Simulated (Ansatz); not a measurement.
System: Mg₂AlGaC₆N₆.

Input file:

```
crystal:
  lattice:
    - [5.6930344365, -4.1283793384, 0.0]
    - [5.6930344365, 4.1283793384, 0.0]
    - [-3.1416219339, 0.0, 5.9159644882]
  atoms:
    - { symbol: Mg, position: [0.1337766531, 0.1337766531, 0.7118260308] }
    - { symbol: Mg, position: [0.8662233469, 0.8662233469, 0.2881739692] }
    - { symbol: Al, position: [0.5, 0.5, 0.5] }
    - { symbol: Ga, position: [0.0, 0.0, 0.0] }
    - { symbol: C, position: [0.8069767926, 0.176348277, 0.7289587984] }
    - { symbol: C, position: [0.7815571288, 0.7815571288, 0.9084289452] }
    - { symbol: C, position: [0.823651723, 0.1930232074, 0.2710412016] }
    - { symbol: C, position: [0.1930232074, 0.823651723, 0.2710412016] }
    - { symbol: C, position: [0.2184428712, 0.2184428712, 0.0915710548] }
    - { symbol: C, position: [0.176348277, 0.8069767926, 0.7289587984] }
    - { symbol: "N", position: [0.6480527695, 0.295185944, 0.6793134196] }
    - { symbol: "N", position: [0.6907265903, 0.6907265903, 0.7234637959] }
    - { symbol: "N", position: [0.704814056, 0.3519472305, 0.3206865804] }
    - { symbol: "N", position: [0.3519472305, 0.704814056, 0.3206865804] }
    - { symbol: "N", position: [0.3092734097, 0.3092734097, 0.2765362041] }
    - { symbol: "N", position: [0.295185944, 0.6480527695, 0.6793134196] }
basis:
  ecutwfc: 420
kpoints:
  mp_grid: { grid: [6, 6, 6] }
hamiltonian:
  xc: pbe
scf:
  occupations: { method: gaussian, width: 0.1 }
output:
  forces: true
  stress: true
  eigenvalues: true
  write_density: true
  write_potential: true
  elf: true
  volumetric_format: npy
relax:
  adjacent_minimum: "off"
  f_tol: 0.01
  max_steps: 80
  cell: { stress_tol: 0.05 }
```

Command:

```sh
ansatz run input.yaml --threads 1 --pin off --max-ram 2560MiB --backend cpu --events-out ev --progress --plain --runs-dir out
```

Below, planes, directions and counts refer to the conventional cell (a = 11.47 Å, b = 8.25 Å, c = 6.75 Å, α = 90.00°, β = 117.48°, γ = 90.00°).

The fields are those of the run's last geometry, not of the input's.

Space group C2/m; a structure generated by program, which may or may not match a known phase; changed on purpose from its base cell (the structure that the rattled cell fell into).

These are results of DFT PBE, scalar-relativistic, plane waves, PAW in Ansatz 0.2.0, not measurements.

What will maps of the valence pseudo-density and electron localisation function show?

Answer. C–N (1.18 Å): ρ is about 3.4 e/Å³ halfway; the ELF peaks at about 0.85 between the atoms (inside overlapping PAW spheres, so only a guide) (a multiple bond).
Al–N (1.97 Å): the density is about 0.55 e/Å³ at the midpoint; the ELF peaks at about 0.95 in the valence shell of N, 0.7 Å from its nucleus, and is about 0.90 at the midpoint.
Mg–C (2.27 Å): ρ at the midpoint is about 0.31 e/Å³; the ELF peaks at about 0.95 in the valence shell of C, 0.7 Å from its nucleus, and is about 0.65 at the midpoint.
Ga–C (2.28 Å): the density is about 0.41 e/Å³ at the midpoint; the ELF peaks at about 0.90 in the valence shell of C, 0.7 Å from its nucleus, and is about 0.45 at the midpoint.

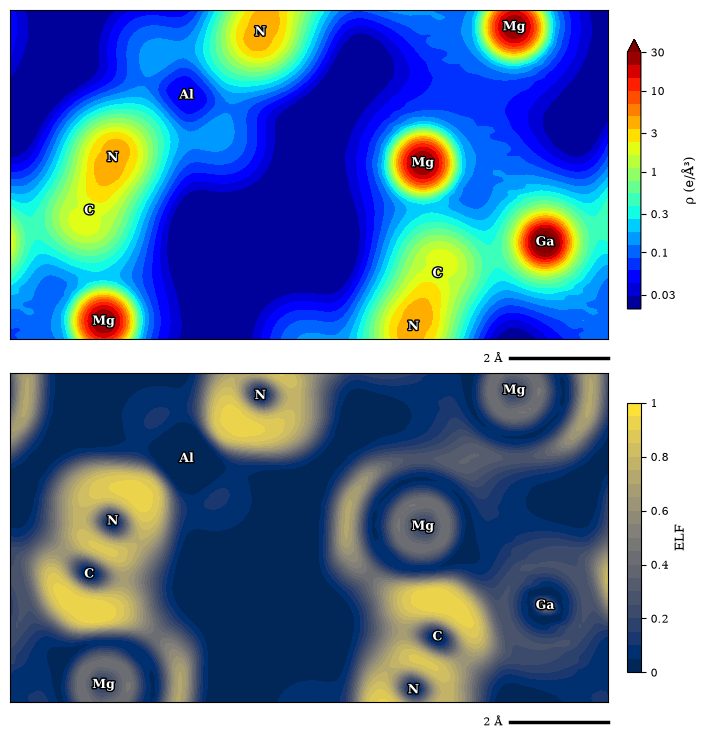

Computed valence pseudo-density and electron localisation function on the (010) plane of the conventional cell, in this order. 

The density is the valence pseudo-density of a PAW calculation; it isn't the true density close to the nuclei.
